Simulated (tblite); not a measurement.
# Geometry relaxation, with input and output: C₂H₁₀O₂Si₄ (part 1 of 3)

- system: C₂H₁₀O₂Si₄
- method: GFN2-xTB geometry optimisation, gas phase (tblite 0.8.0)

It belongs to a series of runs on one base structure; here: H on Si replaced by OCHO.

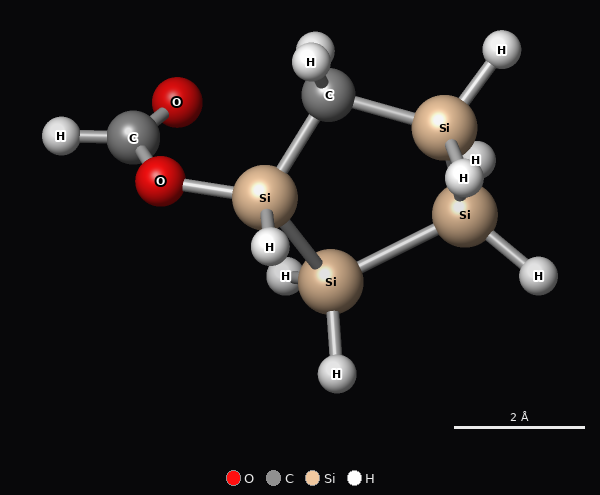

Figure 1. The input geometry (ball-and-stick view, seen at a tilt).

Results in brief

```csv
quantity,value
outcome,converged
total energy,−665.0753 eV
hardware,"1 CPU thread, shared host"
wall time,1.9 s
peak memory,0.18 GiB
```

The input
```
{"job": {"kind": "relax", "xc": "GFN2-xTB", "basis": "xTB"}, "charge": 0, "multiplicity": 1}
O      2.697100    -0.899400     0.868400
C      3.099800    -0.121800     0.008700
O      2.375500     0.682500    -0.769500
Si     0.706400     0.771900    -0.720800
C      0.034700     1.217100     0.971100
Si    -1.793600     0.874000     0.900800
Si    -2.031800    -1.298500     0.108800
Si    -0.235400    -1.280900    -1.355800
H      4.176300     0.007600    -0.220200
H      0.261800     1.783900    -1.693000
H      0.506200     0.620700     1.748500
H      0.227500     2.268700     1.190400
H     -2.408100     1.026100     2.258100
H     -2.452500     1.817000    -0.034300
H     -3.343200    -1.505800    -0.567700
H     -1.827800    -2.292100     1.216300
H     -0.682900    -1.225900    -2.778800
H      0.681200    -2.438700    -1.143000
```

The first line tells a small driver script what to run in tblite; the rest is the geometry in Å.

Launch command:
```bash
OMP_NUM_THREADS=1 python <driver script> task.json out
```

What the program printed
```
step      E/eV     max force
  0    -664.44260    2.662
  1    -664.54673    2.691
  2    -664.61712    0.634
  3    -664.64629    0.525
  4    -664.68803    0.472
  5    -664.71709    0.502
  6    -664.75635    0.520
  7    -664.78696    0.348
  8    -664.81262    0.371
  9    -664.83103    0.329
 10    -664.84240    0.246
 11    -664.84744    0.155
 12    -664.84975    0.105
 13    -664.85157    0.104
 14    -664.85390    0.137
 15    -664.85653    0.134
 16    -664.85892    0.126
 17    -664.86076    0.096
 18    -664.86230    0.095
 19    -664.86392    0.118
 20    -664.86577    0.143
 21    -664.86773    0.131
 22    -664.86987    0.128
 23    -664.87222    0.172
 24    -664.87414    0.138
 25    -664.87527    0.077
 26    -664.87601    0.070
 27    -664.87683    0.087
 28    -664.87787    0.111
 29    -664.87893    0.096
 30    -664.87976    0.072
 31    -664.88042    0.068
 32    -664.88120    0.097
 33    -664.88228    0.123
 34    -664.88356    0.112
 35    -664.88479    0.094
 36    -664.88584    0.077
 37    -664.88674    0.072
 38    -664.88760    0.073
 39    -664.88858    0.081
 40    -664.88984    0.087
 41    -664.89140    0.113
 42    -664.89290    0.109
 43    -664.89390    0.059
 44    -664.89442    0.050
 45    -664.89480    0.063
 46    -664.89518    0.123
 47    -664.89576    0.086
 48    -664.89659    0.053
 49    -664.89693    0.043
 50    -664.89732    0.038
 51    -664.89764    0.036
 52    -664.89801    0.040
 53    -664.89843    0.047
 54    -664.89896    0.058
 55    -664.89960    0.072
 56    -664.90033    0.072
 57    -664.90107    0.059
 58    -664.90173    0.079
 59    -664.90225    0.101
 60    -664.90270    0.094
 61    -664.90319    0.060
 62    -664.90380    0.056
 63    -664.90459    0.118
 64    -664.90563    0.179
 65    -664.90689    0.181
 66    -664.90809    0.114
 67    -664.90916    0.088
 68    -664.91017    0.071
 69    -664.91099    0.086
 70    -664.91170    0.166
 71    -664.91273    0.109
 72    -664.91429    0.081
 73    -664.91591    0.096
 74    -664.91726    0.119
 75    -664.91887    0.101
 76    -664.92008    0.123
 77    -664.92158    0.095
 78    -664.92326    0.121
 79    -664.92687    0.204
 80    -664.92912    0.142
 81    -664.93223    0.117
 82    -664.93564    0.212
 83    -664.93733    0.170
 84    -664.94014    0.170
 85    -664.94286    0.274
 86    -664.94747    0.170
 87    -664.95215    0.166
 88    -664.96169    0.317
 89    -664.97251    0.288
 90    -664.97992    0.420
 91    -664.98776    0.288
 92    -664.98791    0.416
 93    -664.99450    0.279
 94    -664.99932    0.245
 95    -665.00240    0.102
 96    -665.00627    0.142
 97    -665.01155    0.205
 98    -665.02086    0.334
 99    -665.02473    0.210
100    -665.02841    0.163
101    -665.03184    0.158
102    -665.03514    0.147
103    -665.03708    0.097
104    -665.03945    0.121
105    -665.04104    0.118
106    -665.04246    0.097
107    -665.04374    0.092
108    -665.04546    0.100
109    -665.04687    0.085
110    -665.04850    0.077
111    -665.05002    0.079
112    -665.05147    0.088
113    -665.05256    0.072
114    -665.05325    0.063
115    -665.05386    0.059
116    -665.05467    0.075
117    -665.05595    0.118
118    -665.05779    0.133
119    -665.06006    0.138
120    -665.06200    0.112
121    -665.06323    0.079
122    -665.06387    0.067
123    -665.06431    0.066
124    -665.06481    0.058
125    -665.06553    0.074
126    -665.06673    0.099
127    -665.06773    0.094
128    -665.06832    0.069
129    -665.06875    0.039
130    -665.06912    0.057
131    -665.06938    0.065
132    -665.06974    0.050
133    -665.07007    0.045
134    -665.07046    0.049
135    -665.07084    0.039
136    -665.07117    0.050
137    -665.07138    0.026
138    -665.07152    0.038
139    -665.07164    0.027
140    -665.07178    0.031
141    -665.07195    0.036
142    -665.07214    0.036
143    -665.07233    0.038
144    -665.07251    0.032
145    -665.07265    0.022
146    -665.07276    0.024
147    -665.07287    0.027
148    -665.07299    0.038
149    -665.07311    0.036
150    -665.07323    0.030
151    -665.07335    0.031
152    -665.07347    0.022
153    -665.07356    0.028
154    -665.07364    0.020
155    -665.07372    0.030
156    -665.07384    0.038
157    -665.07406    0.038
158    -665.07436    0.034
159    -665.07469    0.045
160    -665.07497    0.044
161    -665.07515    0.029
162    -665.07523    0.014
163    -665.07527    0.011
164    -665.07529    0.010
165    -665.07530    0.008
```

Trajectory as extended XYZ (Å, eV, eV/Å), 27 of the 166 frames kept, from step=0 to step=165
```
18
Properties=species:S:1:pos:R:3:forces:R:3 step=0 energy=-664.44260
O     2.6971   -0.8994    0.8684    0.5060   1.7550  -1.9370
C     3.0998   -0.1218    0.0087   -0.8780  -0.6580   0.8580
O     2.3755    0.6825   -0.7695    0.7290  -0.6630   0.8790
Si    0.7064    0.7719   -0.7208   -0.3310  -0.8060  -0.7720
C     0.0347    1.2171    0.9711    0.5600   0.4740   0.1050
Si   -1.7936    0.8740    0.9008   -1.6460  -0.2850   0.6250
Si   -2.0318   -1.2985    0.1088   -0.0960  -0.1930   0.1640
Si   -0.2354   -1.2809   -1.3558    0.3230  -0.1420  -0.0370
H     4.1763    0.0076   -0.2202   -0.1940  -0.0660   0.0550
H     0.2618    1.7839   -1.6930    0.5490   0.1420   0.1270
H     0.5062    0.6207    1.7485    0.0350   0.0390   0.0580
H     0.2275    2.2687    1.1904    0.0360  -0.0620   0.1500
H    -2.4081    1.0261    2.2581    0.2370   0.2070  -0.3920
H    -2.4525    1.8170   -0.0343    0.1710  -0.0040   0.2430
H    -3.3432   -1.5058   -0.5677    0.2930  -0.1210   0.3330
H    -1.8278   -2.2921    1.2163   -0.3100   0.2550  -0.4510
H    -0.6829   -1.2259   -2.7788    0.2510  -0.1580   0.3050
H     0.6812   -2.4387   -1.1430   -0.2360   0.2850  -0.3130
18
Properties=species:S:1:pos:R:3:forces:R:3 step=6 energy=-664.75635
O     2.6587   -0.8545    0.8070    0.0130  -0.0020  -0.0400
C     3.0974   -0.0918   -0.0056   -0.1510   0.1440  -0.2140
O     2.3791    0.7023   -0.7582    0.3050  -0.0870   0.0650
Si    0.6922    0.6991   -0.7579    0.0740   0.4650   0.2200
C    -0.0015    1.2150    0.9467    0.2220   0.0770   0.1250
Si   -1.8795    0.8433    0.9502    0.1120   0.2880   0.2080
Si   -2.0207   -1.2963    0.1042   -0.1310  -0.0040   0.0980
Si   -0.2318   -1.3110   -1.3435    0.0830  -0.0390   0.0100
H     4.1849    0.0071   -0.2188   -0.2370   0.0650   0.0380
H     0.4145    1.8121   -1.6735    0.3060  -0.0040  -0.0120
H     0.5001    0.6431    1.7328   -0.1220  -0.1200  -0.0790
H     0.2317    2.2585    1.2032   -0.2130  -0.2100  -0.2570
H    -2.4169    1.0964    2.2896   -0.0220   0.0910   0.0180
H    -2.4415    1.8304    0.0164   -0.1060   0.0400   0.0750
H    -3.3157   -1.5516   -0.5097   -0.2170  -0.1150  -0.0870
H    -1.8985   -2.2876    1.1626   -0.0530  -0.2260   0.1560
H    -0.6342   -1.2709   -2.7438   -0.0450  -0.0800  -0.2610
H     0.6730   -2.4371   -1.2133    0.1810  -0.2840  -0.0640
18
Properties=species:S:1:pos:R:3:forces:R:3 step=13 energy=-664.85157
O     2.6222   -0.8433    0.7676    0.0030  -0.0330  -0.0430
C     3.0861   -0.0729   -0.0256   -0.0020   0.0180  -0.0050
O     2.4010    0.7375   -0.7722    0.0400  -0.0300   0.0250
Si    0.7094    0.7188   -0.7593   -0.0220   0.1010   0.0080
C    -0.0089    1.2027    0.9450    0.0020  -0.0060  -0.0490
Si   -1.8942    0.8612    0.9943    0.0340  -0.0160  -0.0240
Si   -2.0441   -1.3001    0.1282    0.0390  -0.0570  -0.0350
Si   -0.2068   -1.3292   -1.3397   -0.0790  -0.0120   0.0500
H     4.1712    0.0256   -0.2126    0.0060  -0.0040   0.0530
H     0.5828    1.8514   -1.6783    0.0310   0.0240  -0.0160
H     0.4823    0.6174    1.7268   -0.0250   0.0640  -0.0530
H     0.1959    2.2523    1.1680   -0.0130  -0.1030   0.0020
H    -2.4270    1.1681    2.3305    0.0580   0.0030  -0.0370
H    -2.4709    1.8541    0.0710   -0.0690  -0.0010   0.0510
H    -3.3430   -1.5994   -0.4951    0.0200   0.0320  -0.0180
H    -1.9538   -2.3347    1.1676   -0.0010  -0.0140   0.0360
H    -0.6096   -1.3176   -2.7591   -0.0110  -0.0020   0.0260
H     0.6987   -2.4855   -1.2689   -0.0120   0.0360   0.0280
18
Properties=species:S:1:pos:R:3:forces:R:3 step=19 energy=-664.86392
O     2.6145   -0.8678    0.7421   -0.0310  -0.0300  -0.0320
C     3.0869   -0.0763   -0.0253   -0.0280  -0.0410   0.0500
O     2.4115    0.7423   -0.7697   -0.0050   0.0020   0.0100
Si    0.7165    0.7420   -0.7789   -0.0020  -0.0620  -0.0570
C    -0.0141    1.1962    0.9219   -0.0150   0.0480   0.0080
Si   -1.8955    0.8485    0.9834   -0.0030  -0.0490  -0.0350
Si   -2.0434   -1.3251    0.1376    0.0180   0.0810   0.0050
Si   -0.2133   -1.3209   -1.3267    0.0390   0.0310  -0.0420
H     4.1743    0.0317   -0.1801    0.0540   0.0260   0.0080
H     0.6272    1.8819   -1.6952    0.0050  -0.0060   0.0120
H     0.4768    0.6202    1.7084    0.0090  -0.0520  -0.0570
H     0.1822    2.2388    1.1632   -0.0060   0.0770  -0.0170
H    -2.3914    1.1777    2.3209    0.0040  -0.0220   0.1160
H    -2.5173    1.8548    0.1075   -0.0240  -0.0130  -0.0360
H    -3.3394   -1.5897   -0.5069    0.0220  -0.0160   0.0130
H    -1.9630   -2.3502    1.1889   -0.0230   0.0010  -0.0100
H    -0.6174   -1.3255   -2.7465   -0.0250   0.0060   0.0290
H     0.6962   -2.4723   -1.2562    0.0120   0.0190   0.0350
18
Properties=species:S:1:pos:R:3:forces:R:3 step=25 energy=-664.87527
O     2.5944   -0.9191    0.6998    0.0240  -0.0340   0.0070
C     3.0848   -0.0908   -0.0153   -0.0130   0.0010  -0.0240
O     2.4230    0.7430   -0.7555   -0.0250   0.0330   0.0170
Si    0.7261    0.7566   -0.8076    0.0020   0.0070  -0.0170
C    -0.0265    1.2126    0.8844   -0.0030  -0.0100  -0.0090
Si   -1.9035    0.8452    0.9879   -0.0030   0.0400   0.0430
Si   -2.0308   -1.3230    0.1470   -0.0220  -0.0030   0.0100
Si   -0.2056   -1.3055   -1.3245   -0.0110  -0.0320   0.0200
H     4.1781    0.0472   -0.1270   -0.0540  -0.0270   0.0480
H     0.6758    1.9067   -1.7072   -0.0050   0.0310  -0.0600
H     0.4725    0.6077    1.6444    0.0110   0.0530   0.0440
H     0.1655    2.2525    1.1453    0.0370  -0.0040  -0.0150
H    -2.3416    1.1624    2.3549    0.0030  -0.0340  -0.0040
H    -2.5765    1.8366    0.1293    0.0090  -0.0230   0.0160
H    -3.3186   -1.5896   -0.5108   -0.0050  -0.0060  -0.0120
H    -1.9866   -2.3559    1.1947    0.0200   0.0270  -0.0240
H    -0.6454   -1.3306   -2.7303    0.0040  -0.0100  -0.0230
H     0.7061   -2.4496   -1.2212    0.0290  -0.0090  -0.0170
18
Properties=species:S:1:pos:R:3:forces:R:3 step=32 energy=-664.88120
O     2.5806   -0.9623    0.6711   -0.0460  -0.0140  -0.0150
C     3.0701   -0.1022   -0.0063    0.0020   0.0050   0.0070
O     2.4162    0.7512   -0.7319   -0.0080  -0.0140   0.0070
Si    0.7199    0.7681   -0.8346    0.0230   0.0030   0.0710
C    -0.0275    1.2246    0.8659    0.0080   0.0120  -0.0050
Si   -1.9010    0.8477    1.0025    0.0130   0.0560   0.0390
Si   -2.0334   -1.3106    0.1506    0.0270  -0.0880  -0.0300
Si   -0.2041   -1.3083   -1.3222   -0.0090   0.0010   0.0220
H     4.1645    0.0490   -0.0819   -0.0410   0.0140   0.0010
H     0.6959    1.9216   -1.7383   -0.0060  -0.0370   0.0080
H     0.4790    0.6304    1.6306    0.0250   0.0100  -0.0190
H     0.1767    2.2636    1.1212   -0.0230   0.0280  -0.0290
H    -2.3189    1.1356    2.3838    0.0080  -0.0130  -0.0450
H    -2.6034    1.8212    0.1487    0.0100   0.0140   0.0420
H    -3.3119   -1.5931   -0.5199   -0.0030   0.0140  -0.0010
H    -1.9850   -2.3495    1.1907    0.0140   0.0130  -0.0060
H    -0.6524   -1.3416   -2.7258    0.0130  -0.0200  -0.0240
H     0.7260   -2.4391   -1.2159   -0.0090   0.0160  -0.0220
18
Properties=species:S:1:pos:R:3:forces:R:3 step=38 energy=-664.88760
O     2.5385   -1.0171    0.6271   -0.0290   0.0230  -0.0260
C     3.0402   -0.1202    0.0085    0.0010   0.0080   0.0180
O     2.4052    0.7596   -0.7006    0.0120  -0.0170  -0.0190
Si    0.7167    0.7729   -0.8426   -0.0410   0.0080  -0.0370
C    -0.0243    1.2511    0.8507    0.0060   0.0000  -0.0070
Si   -1.8894    0.8452    1.0165    0.0110  -0.0470  -0.0240
Si   -2.0252   -1.3161    0.1435    0.0050   0.0600   0.0250
Si   -0.2011   -1.3055   -1.3230    0.0230  -0.0130  -0.0550
H     4.1302    0.0553   -0.0231    0.0530  -0.0370   0.0330
H     0.7136    1.9089   -1.7673   -0.0190  -0.0180   0.0100
H     0.5063    0.6721    1.6111   -0.0060   0.0420   0.0190
H     0.1772    2.2980    1.0773   -0.0600  -0.0070   0.0140
H    -2.2917    1.1004    2.4048    0.0080   0.0010   0.0250
H    -2.6272    1.8208    0.2000    0.0070   0.0400   0.0040
H    -3.3055   -1.5879   -0.5304    0.0180   0.0040   0.0230
H    -1.9712   -2.3444    1.1900   -0.0040  -0.0340   0.0070
H    -0.6461   -1.3671   -2.7275    0.0010   0.0220  -0.0180
H     0.7452   -2.4196   -1.2268    0.0150  -0.0350   0.0090
```
